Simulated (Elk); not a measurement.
Band structure of CeAlAu (P6_3/mmc, 6 atoms in the cell).

```
CELL_PARAMETERS angstrom
      4.52288     0.00000     0.00000
     -2.26144     3.91693     0.00000
      0.00000     0.00000     7.56359
ATOMIC_POSITIONS crystal
  Ce 0.00000 0.00000 0.50000
  Ce 0.00000 0.00000 0.00000
  Al 0.33333 0.66667 0.75000
  Al 0.66667 0.33333 0.25000
  Au 0.33333 0.66667 0.25000
  Au 0.66667 0.33333 0.75000
```
Moments meant for the start (each program seeds them in its own way; μB, in the order of the atoms Ce Ce Al Al Au Au): 1.0 1.0 0.0 0.0 0.0 0.0.

Computed with Elk 10.2.4 with PBEsol, all-electron FP-LAPW, Elk's shipped species files, default APW+lo basis.

Settings: xctype = 22; spinpol = true; stype = 0; swidth = 0.00734986 Ha; ngridk = 6 6 3; reducebf = 0.5; rmtscf = 0.93; nempty = 12 per atom; maxscl = 100.

The starting cell comes from a database of computed structures (which also holds hypothetical and non-ambient phases and stackings), without a prior relaxation at this level. Spin-orbit coupling is off. The magnetic order is the one reached from the typed start; others were not searched systematically. With U or open f shells several self-consistent states can exist. The f electrons are in the valence without U or exact exchange, which can misplace them near the Fermi level. Spin-orbit terms, which matter for f shells, are left out. Values depend on the basis (sphere radii, cutoffs, local orbitals), which need not be converged.

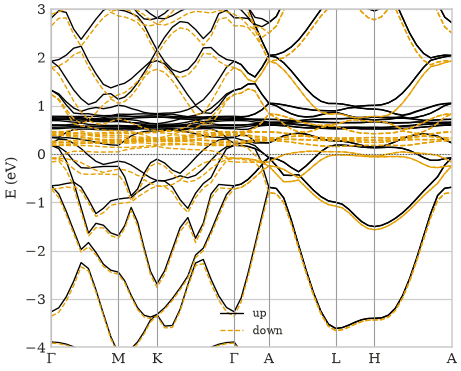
Bands along the path, energies from the Fermi level.

Levels in eV from the Fermi level, bands 48 to 55 of the first spin channel:
| point | 48 | 49 | 50 | 51 | 52 | 53 | 54 | 55 |
|---|---|---|---|---|---|---|---|---|
| Γ | -0.66 | -0.66 | 0.18 | 0.18 | 0.22 | 0.34 | 0.35 | 0.52 |
| M | -2.44 | -1.69 | -0.93 | -0.26 | -0.15 | 0.18 | 0.50 | 0.53 |
| K | -3.32 | -2.69 | -0.55 | -0.55 | -0.11 | 0.47 | 0.50 | 0.53 |
| A | -0.69 | -0.08 | -0.08 | -0.08 | -0.08 | 0.23 | 0.23 | 0.59 |
| L | -3.61 | -1.00 | -1.00 | 0.18 | 0.19 | 0.27 | 0.27 | 0.52 |
| H | -3.40 | -1.50 | -1.50 | 0.13 | 0.13 | 0.14 | 0.14 | 0.52 |

Bands cross the Fermi level along this path, so the cell is metallic at this level.

The net moment of the cell came out as 1.28 μB.
